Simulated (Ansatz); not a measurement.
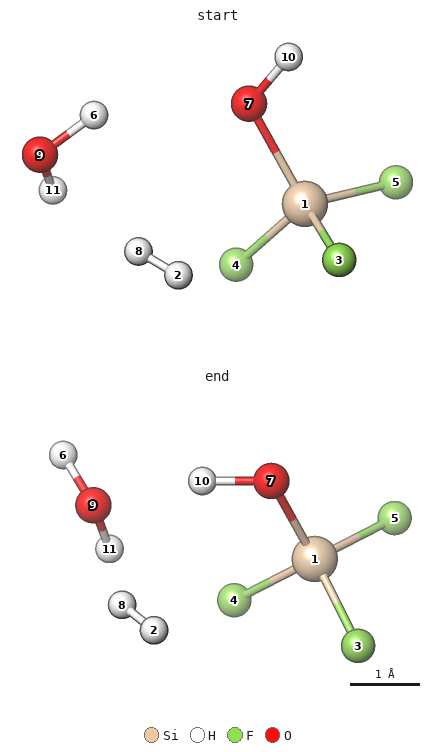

The structure of SiH$_{5}$O$_{2}$F$_{3}$ before (top) and after (bottom) a relaxation, at one scale.

A ball-and-stick model, seen at a tilt.

The run prepares an end point of a later path (reaction) calculation, from a guessed geometry.

All numbers below come from RKS PBE-D4/def2-SVP in Ansatz 0.2.0.

Input file:
```yaml
crystal:
  periodic: [false, false, false]
  atoms:
    - { symbol: Si, position_ang: [-1.213466, -0.162353, -0.781531] }
    - { symbol: H, position_ang: [1.314587, -1.178899, -0.681635] }
    - { symbol: F, position_ang: [-0.560663, -0.794383, -2.110264] }
    - { symbol: F, position_ang: [-1.200376, -1.217828, 0.426976] }
    - { symbol: F, position_ang: [-2.744767, 0.178293, -1.157486] }
    - { symbol: H, position_ang: [1.178984, 0.897547, 1.340361] }
    - { symbol: O, position_ang: [-0.420996, 1.248482, -0.225627] }
    - { symbol: H, position_ang: [1.539321, -0.908469, -0.067598] }
    - { symbol: O, position_ang: [1.673012, 0.252013, 1.879673] }
    - { symbol: H, position_ang: [-0.520338, 2.01352, -0.821441] }
    - { symbol: H, position_ang: [0.954804, -0.328024, 2.198674] }
basis:
  gaussian: { orbitals: def2-SVP }
hamiltonian:
  xc: pbe
  dispersion: d4
relax:
  f_tol: 0.03
  max_steps: 50
```

Command:
```bash
ansatz run input.yaml --threads 2 --pin off --max-ram 3072MiB --backend cpu --events-out ev --progress --plain --runs-dir out
```

Summarise the run.

The relaxation stopped without meeting its thresholds, so the last structure isn't shown to be converged. It used up its limit of 50 steps. The largest move after the best rigid fit is that of H10, 1.56 Å. By element the largest moves are H 1.56 Å, F 0.82 Å, O 0.81 Å, Si 0.24 Å. Near-neighbour distances that change, for instance: Si1–O7 1.711 → 1.624 Å, H2–H8 0.708 → 0.780 Å, Si1–F4 1.605 → 1.641 Å, O7–H10 0.975 → 1.005 Å. Among the angles between lasting bonds that change: F3–Si1–F4 111.1° → 106.3°, F4–Si1–O7 107.1° → 109.7°, H6–O9–H11 101.6° → 103.9°. Groups turn about Si1–O7 by about 175°. The energy falls by 0.547 eV in 44 accepted moves (49 points after the start). Largest force component: 2.3 eV/Å at the start, 0.36 eV/Å at the end. The line search rejected the trial steps at points 15, 18, 20, 31, 39 of the run. The forces were under the threshold at step 10, but the run went on from there. Cost: 53 s on 2 threads of Intel(R) Xeon(R) 6975P-C (Granite Rapids) (shared host), peak memory 0.17 GiB.
